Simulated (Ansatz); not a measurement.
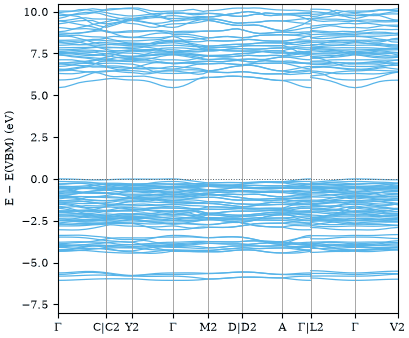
*Band structure from r²SCAN in the plane-wave PAW code Ansatz*

Read off the gap and where the band edges lie.

About 5.5 eV (5.45 eV by a search for the band edges); maximum at Γ, minimum at Γ.

Which compound is it?
(A) Sc2Si2O7, C2/m (Pearson symbol mS22)
(B) Y2SiO5, C2/c (Pearson symbol mS64)
(C) Ba2LaTaO6, C2/m (Pearson symbol mS20)

B, Y2SiO5, C2/c (Pearson symbol mS64)

The workflow started from a Materials Project entry (that database holds measured and hypothetical structures alike); the Crystallography Open Database files this formula in space group No. 15, but the cells were not matched. Its standing as an ambient phase is unchecked. Symmetry was held in the r²SCAN relaxation; whether a distortion lowers the energy is not shown. The run is not spin-polarised. Spin–orbit coupling is left out wherever it is not named.

Potentials: the later of the program's two PAW sets.
